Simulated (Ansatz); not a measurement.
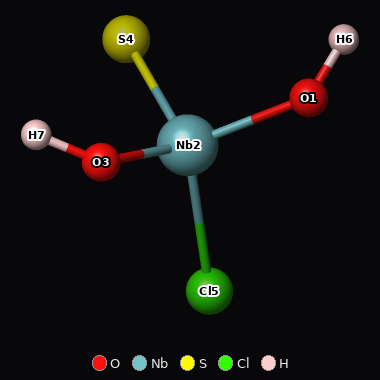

The system is ClH2NbO2S, SMILES [OH][Nb]([OH])(=[S])[Cl]; the picture shows the reference structure. Coordinates scanned: (1) dihedral O1–Nb2–O3–H7; (2) dihedral H6–O1–Nb2–O3. Nothing is relaxed (all other coordinates rigid). The grid has 10 × 10 points; 55 points were computed and 45 follow by symmetry. Points are written as (first, second). Energies are in eV, from the relaxed molecule at the same level. These are results of Ansatz, RKS PBE-D4/def2-TZVP, not measurements.

Its coordinates:

```xyz
7

O    -1.2376    0.6909    1.0293
Nb    0.0575    0.1702   -0.2520
O     1.5455   -0.5749    0.6539
S    -0.7972   -1.3224   -1.5548
Cl    0.7127    1.9850   -1.5137
H    -2.1713    0.4292    1.0739
H     1.9517   -1.4460    0.5177
```

Range: dihedral O1–Nb2–O3–H7 from −180 to 144°; dihedral H6–O1–Nb2–O3 from −180 to 144°.

What will the energy surface look like?

Answer. The lowest grid point is at (108°, −108°), 0.019 eV from the relaxed molecule at the same level. The bottom of the well lies between grid points, at about (125°, −125°), about 0.019 eV lower on the interpolated surface. There are further wells near (−36°, −108°) (0.124 eV above the lowest at that grid point); (−72°, 36°) (0.304 eV above the lowest at that grid point). The highest grid point, (0°, 0°), lies 0.444 eV above the lowest. On the interpolated surface the easiest way out of the lowest well to the well at about (−45°, −120°) passes a barrier of about 0.16 eV, counted from the interpolated bottom of the well. Round the minimum the contours are nearly round: the two directions are equally stiff and uncoupled.

```tsv
dihedral H6–O1–Nb2–O3 ↓, dihedral O1–Nb2–O3–H7 →	−180	−144	−108	−72	−36	0	36	72	108	144
144	0.286	0.388	0.405	0.362	0.348	0.369	0.349	0.263	0.186	0.191
108	0.301	0.405	0.418	0.367	0.346	0.364	0.347	0.267	0.195	0.203
72	0.267	0.362	0.367	0.326	0.323	0.348	0.321	0.230	0.155	0.168
36	0.262	0.348	0.346	0.323	0.355	0.400	0.356	0.232	0.143	0.160
0	0.287	0.369	0.364	0.348	0.400	0.464	0.416	0.271	0.166	0.182
−36	0.264	0.349	0.347	0.321	0.356	0.416	0.385	0.256	0.156	0.166
−72	0.177	0.263	0.267	0.230	0.232	0.271	0.256	0.165	0.085	0.090
−108	0.101	0.186	0.195	0.155	0.143	0.166	0.156	0.085	0.019	0.021
−144	0.105	0.191	0.203	0.168	0.160	0.182	0.166	0.090	0.021	0.025
−180	0.193	0.286	0.301	0.267	0.262	0.287	0.264	0.177	0.101	0.105
```

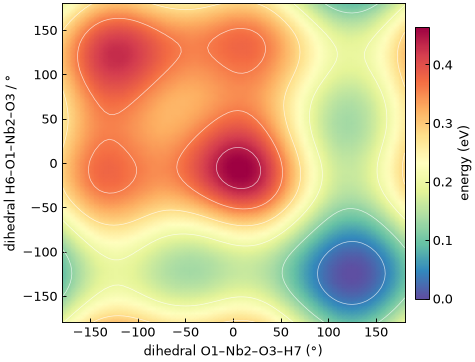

The picture shows a smooth colour map with a few white contour lines. Between grid points the surface is interpolated.

Each point was launched as `ansatz run input.yaml --threads 1 --pin off --max-ram 2560MiB --backend cpu --events-out ev --progress --plain --runs-dir out`. Time for the 55 points that were run: 9.1 min on 1 thread of Intel(R) Xeon(R) Processor @ 2.70GHz, with other jobs on the host.
